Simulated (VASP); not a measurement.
Band structure of Ge (diamond). Computed with optB88-vdW, VASP's PBE PAW potentials (set 64) (plane waves; VASP).

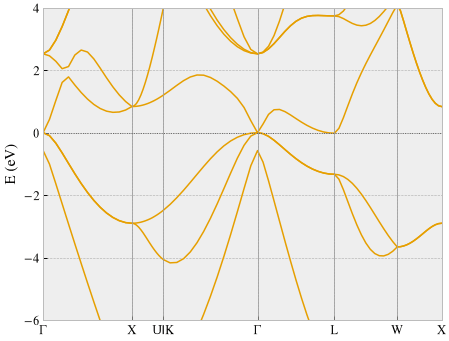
Figure: Bands along high-symmetry lines, zero at the valence-band maximum or, without a gap, the Fermi level

### Question
Read the plot: is there a gap, and where are the band edges?

### Answer
It has no gap at this level: it comes out as a metal or semimetal. (Edges off the drawn lines would not show.)

Measured: gap 0.79 eV (computed value off by -0.79 eV), as given by Anna Miglio et al., npj Computational Materials (2020), arXiv:2011.12765 [measured zero-point renormalisation of 52 meV added back].

The compound is Ge in the diamond structure. It was relaxed first.
